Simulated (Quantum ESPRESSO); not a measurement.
# Voltage at the next charge: K(100), 5 layers against an electrode

How the rows were computed: Quantum ESPRESSO 7.5, PBEsol, GBRV ultrasoft; ESM with bc3, a metal electrode 5.99 Å above the top atoms; cell area 27.353 Å²; ions fixed. V is the potential energy of an electron at the electrode over the slab's Fermi level, divided by e, so that it equals the work function at zero charge; positive charge removes electrons.

| charge (e a cell) | V (V) |
| --- | --- |
| 0 | 2.232 |
| 0.041 | 3.221 |
| 0.0821 | 4.316 |

**Question.** What is V at a charge of 0.1641 e, and what capacitance do the rows imply?

**Fit.** The last two rows give dV/dq = (4.316 − 3.221)/(0.0821 − 0.041) = 26.6 V/e, so C = 1602/(27.353 × 26.6) = 2.20 µF/cm², an effective gap of 8.854/2.20 = 4.03 Å. At constant C, V = 4.316 + 26.6 × 0.082 = 6.50 V.

**Check.** V = 6.734 V; the estimate misses by −0.23 V, 9.7 % of the step. Over the three intervals C goes 2.43, 2.20 and 1.99 µF/cm²: it falls as electrons leave, the surface charge drawing back towards the atoms.

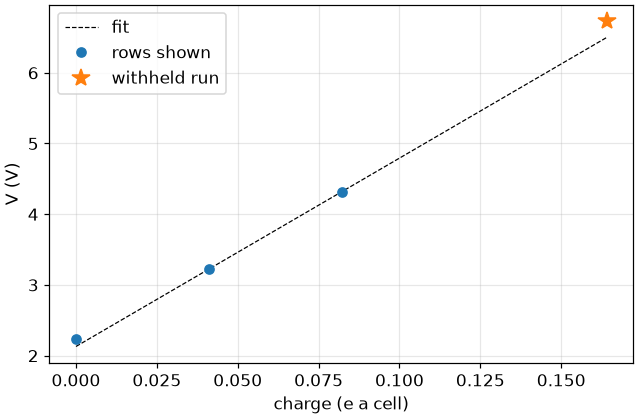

The rows shown, the fit and the withheld run.

Caveats: Vacuum fills the gap; a dielectric or electrolyte would change C. The slab is thin.
